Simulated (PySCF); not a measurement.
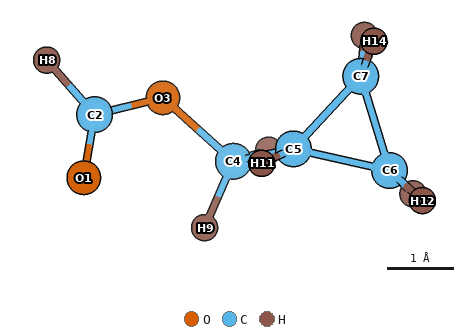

The input geometry (ball-and-stick view, seen at a tilt; atoms are numbered from 1 in the order of the input).

# C5H8O2: NMR shielding calculation

- system: C5H8O2
- method: GIAO PBE0/MINI NMR shielding, non-relativistic, gas phase (PySCF 2.14.0)

The geometry comes from this level: GFN2-xTB. It belongs to a series of runs on one base structure; here: PBE0/MINI; damp 0.3. Figures and captions count atoms from 1; the log counts them from 0 in places.

### The input
```
{"job": {"kind": "nmr", "xc": "PBE0", "basis": "MINI", "pop": true, "scf": {"damp": 0.3}}, "charge": 0, "multiplicity": 1}
O      2.767153     0.572412     0.510103
C      2.559009    -0.554288     0.168701
O      1.521682    -1.002183    -0.510306
C      0.512515    -0.043854    -0.866945
C     -0.425077     0.223379     0.284028
C     -1.858029     0.559623    -0.000298
C     -1.507291    -0.767026     0.596644
H      3.237142    -1.401117     0.373310
H      1.005789     0.883565    -1.179237
H     -0.017642    -0.490261    -1.710082
H      0.053249     0.724156     1.116247
H     -2.340158     1.296188     0.623066
H     -2.177183     0.588037    -1.030895
H     -1.750807    -0.948350     1.631793
H     -1.584767    -1.643602    -0.028042
```

The first line tells a small driver script what to run in PySCF; the rest is the geometry in Å.

Run as:
```bash
OMP_NUM_THREADS=1 python <driver script> task.json out
```

### Log
```
damping 0.30 in the first 6 cycles
final grid: 121432 points
cycle   1  E = -342.5055038050  dE =  1.649e+00  |g| = 6.399e-01  |ddm| = 5.831e+00
cycle   2  E = -342.5635688966  dE = -5.807e-02  |g| = 5.524e-01  |ddm| = 1.521e+00
cycle   3  E = -342.5685125000  dE = -4.944e-03  |g| = 4.975e-01  |ddm| = 1.334e+00
cycle   4  E = -342.5405722598  dE =  2.794e-02  |g| = 6.213e-01  |ddm| = 1.466e+00
cycle   5  E = -342.5182348622  dE =  2.234e-02  |g| = 6.467e-01  |ddm| = 1.662e+00
cycle   6  E = -342.0036381163  dE =  5.146e-01  |g| = 1.545e+00  |ddm| = 2.821e+00
cycle   7  E = -340.9116780159  dE =  1.092e+00  |g| = 2.296e+00  |ddm| = 4.720e+00
cycle   8  E = -342.5519645348  dE = -1.640e+00  |g| = 5.601e-01  |ddm| = 3.434e+00
cycle   9  E = -342.6384166827  dE = -8.645e-02  |g| = 1.615e-01  |ddm| = 8.962e-01
cycle  10  E = -342.6461287016  dE = -7.712e-03  |g| = 1.123e-02  |ddm| = 2.154e-01
cycle  11  E = -342.6461667360  dE = -3.803e-05  |g| = 4.059e-03  |ddm| = 2.524e-02
cycle  12  E = -342.6461718215  dE = -5.086e-06  |g| = 9.389e-04  |ddm| = 7.297e-03
cycle  13  E = -342.6461720564  dE = -2.349e-07  |g| = 3.516e-04  |ddm| = 1.465e-03
cycle  14  E = -342.6461720881  dE = -3.168e-08  |g| = 1.193e-04  |ddm| = 4.041e-04
cycle  15  E = -342.6461720922  dE = -4.097e-09  |g| = 9.237e-06  |ddm| = 1.679e-04
cycle  16  E = -342.6461720922  dE = -2.319e-11  |g| = 4.481e-06  |ddm| = 2.096e-05
converged SCF energy = -342.6461720922

GIAO shielding tensors (ppm)
atom      isotropic    diamagn.    paramagn.     s11        s22        s33       span
  0 O     -180.287     384.564    -564.851   -639.776   -329.624    428.540   1068.316
  1 C      111.063     244.854    -133.791     33.982    140.738    158.468    124.485
  2 O      186.505     374.008    -187.504    -28.298    232.599    355.214    383.512
  3 C      162.488     236.380     -73.893    135.115    163.344    189.004     53.889
  4 C      220.984     230.559      -9.575    188.229    212.585    262.137     73.907
  5 C      219.160     244.392     -25.232    187.519    213.418    256.544     69.025
  6 C      217.795     243.086     -25.291    183.514    212.737    257.134     73.620
  7 H       21.271      25.191      -3.920     17.973     18.886     26.953      8.980
  8 H       25.838      25.080       0.758     20.019     25.179     32.315     12.296
  9 H       27.844      26.116       1.728     21.317     28.043     34.171     12.853
 10 H       29.292      24.030       5.261     20.263     28.551     39.062     18.799
 11 H       29.609      28.570       1.039     23.209     24.479     41.139     17.930
 12 H       30.125      27.581       2.544     23.666     26.943     39.767     16.102
 13 H       29.635      27.955       1.680     23.421     24.342     41.144     17.723
 14 H       29.923      26.790       3.133     23.946     26.672     39.152     15.206
```

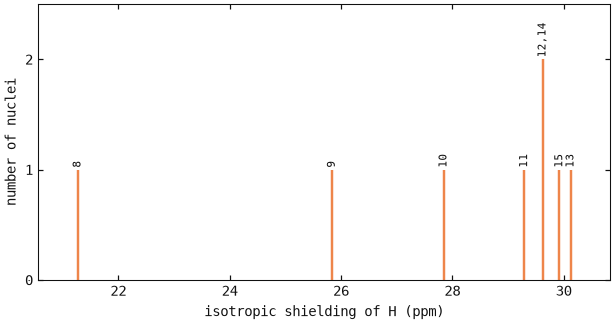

Isotropic shieldings of the hydrogen nuclei in this fixed geometry, labelled by atom number; shielding grows to the right, so chemical shift grows to the left. The least shielded is H8 (21.3 ppm), the most shielded H13 (30.1 ppm).

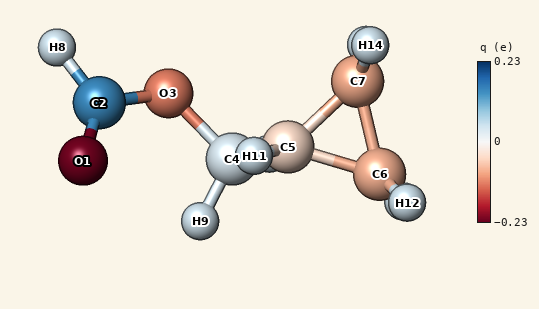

Hirshfeld charges, as the colour of each atom (ball-and-stick view, seen at a tilt; atoms are numbered from 1 in the order of the input). By element: O −0.22 to −0.12, C −0.08 to +0.15 and H +0.04 to +0.05 e.

### Results in brief

```csv
quantity,value
outcome,converged
total energy,−342.646172 hartree
HOMO,−8.97 eV
LUMO,−0.90 eV
dipole moment,1.64 D
"isotropic shielding, O",−180.3 to 186.5 ppm
"isotropic shielding, C",111.1 to 221.0 ppm
"isotropic shielding, H",21.3 to 30.1 ppm
hardware,"1 CPU thread, shared host"
wall time,5.3 s
peak memory,0.39 GiB
```

### Notes

Settings chosen away from the usual ones: PBE0/MINI; damp 0.3.
